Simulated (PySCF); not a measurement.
C₅H₈N₂OSi

```
atom    x (Å)    y (Å)    z (Å)
   C  -3.4409   0.3796  -0.5079
   C  -2.5292  -0.5868  -0.5138
   C  -1.1245  -0.3875  -0.2634
   C  -0.3787   0.7443   0.0295
   C   0.9406   0.2807   0.1673
   O   2.0066   1.0184   0.4506
  Si   3.5483   0.4875   0.6111
   N   1.0096  -1.0287  -0.0237
   N  -0.2423  -1.4168  -0.2819
   H  -3.1771   1.4035  -0.3094
   H  -4.4791   0.1754  -0.7014
   H  -2.8213  -1.6099  -0.7172
   H  -0.7168   1.7530   0.1305
   H   4.0180  -0.1125  -0.6358
   H   3.6523  -0.4752   1.7059
   H   4.1628   1.7755   0.9057
   H  -0.4353  -2.3886  -0.4621
```

Geometry: GFN2-xTB.

All numbers below come from PBE0/pcSseg-1, SCF density, gas phase, non-relativistic in PySCF 2.14.0.

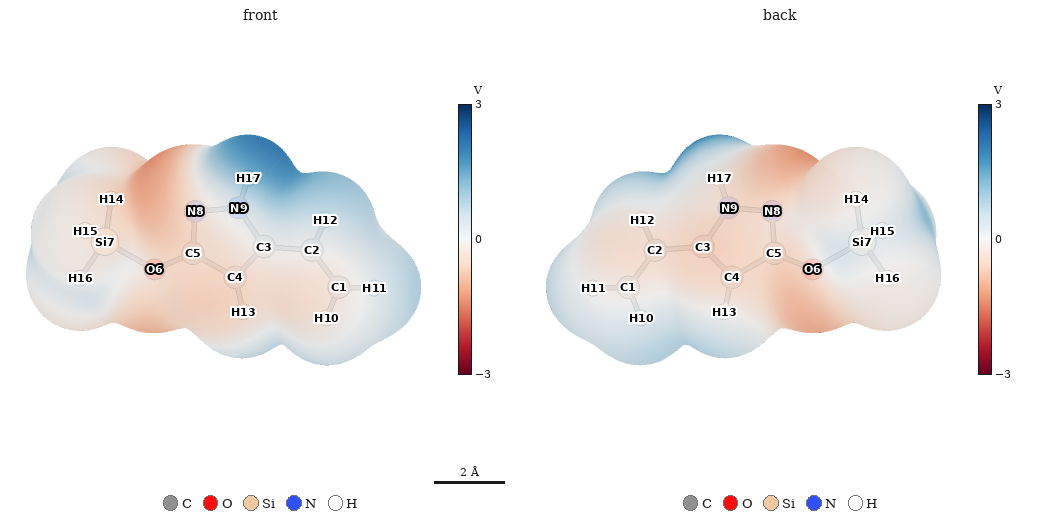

Figure 1. The electrostatic potential painted on the density surface at 0.001 e/bohr³, seen from the front and from behind; red is negative and blue positive.

### Which sites attract a positive test charge, and which a negative one?

A positive charge is drawn to the negative regions and a negative charge to the positive ones. The most negative region (about −1.3 V) lies over N8, the most positive (about +2.1 V) over H17. N8 is the likeliest acceptor of a hydrogen bond.

### What dipole moment does the calculation give?

Its dipole moment is 2.23 D.

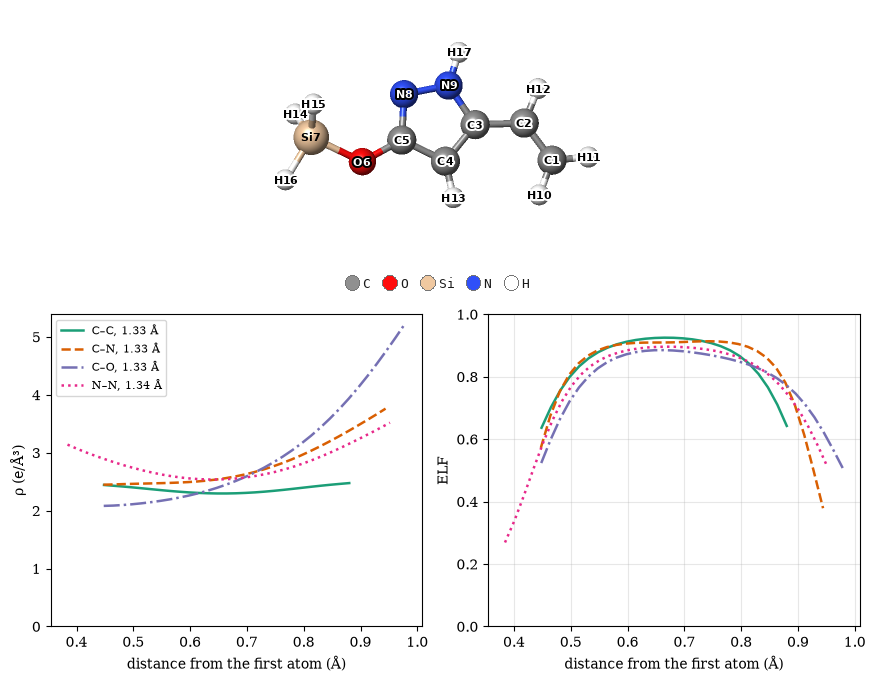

Figure 2. Total electron density and electron localisation function along straight lines between neighbouring atoms. The curves leave out the atomic cores. The structure is drawn too.

### What kind of bonding do the profiles show?

C–C (1.33 Å): the density is about 2.3 e/Å³ at the midpoint; the ELF peaks at about 0.95 between the atoms: a short, multiple covalent bond.
C–N (1.33 Å): the density is about 2.6 e/Å³ at the midpoint; the ELF peaks at about 0.90 between the atoms; localised, covalent bonding.
C–O (1.33 Å): the density is about 2.4 e/Å³ at the midpoint; the ELF peaks at about 0.90 between the atoms (a polar covalent bond).
N–N (1.34 Å): ρ at the midpoint is about 2.5 e/Å³; the ELF peaks at about 0.90 between the atoms; a covalent bond.
